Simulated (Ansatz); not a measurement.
# A thicker film of BaHfO3 (001), HfO2 faces from two thinner ones

In a field along its normal an insulating film takes a dipole p. Written as a length, p/(ε₀AE), it should grow by 1 − 1/ε for each ångström added.

How it was computed: Ansatz 0.2.0, plane waves with PAW datasets (its set soft_1), PBE; perovskite films relaxed at a bulk in-plane lattice constant near the measured one, then held in weak fields of both signs with a dipole correction (A is the cell's area, E the outer field).

```tsv
run	distance between the outer atoms (Å)	p/(ε₀AE) (Å)
2 units	8.322	8.836
3 units	12.551	12.158
5 units	21.001	?
```

**Question.** What value belongs in the row marked “?”, and how far can the other rows tell?

Two rows fix a line: slope = (12.158 − 8.836) / (12.551 − 8.322) = 0.7855, intercept 2.2991. That slope means ε = 1/(1 − 0.7855) = 4.66. At 21.001 it gives 0.7855 × 21.001 + 2.2991 = 18.795 Å, beyond the rows fitted. Rounding of the rows alone allows about ±0.004 Å there; two rows can't show whether the line holds.

The run itself gives 18.797 Å: a miss of +0.002 Å, or 0.0 % of the value. The length is met to within 1 %, though ε is more sensitive than the length: the two thickest films give ε = 4.67.

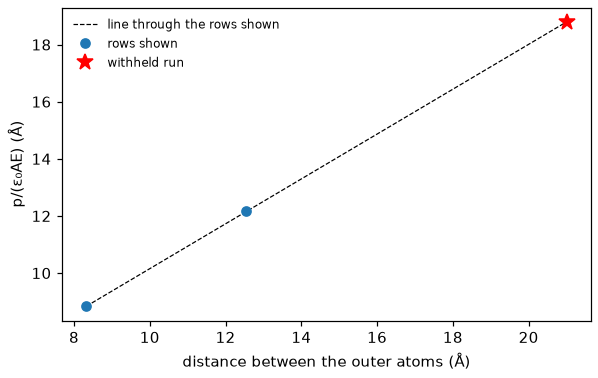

The fit and the withheld run.

Caveats: This is the electronic response alone. A unit is one step of the cut along the normal (a plane, a pair of planes or a cell), and the layers relax along it, away from their bulk spacing where the functional's lattice constant differs from the one held.

[Logs are printed without paths, hosts, clocks, repeated set-up lines and the standing remarks that a program may print on its own settings, such as how far it seeks lower states.]
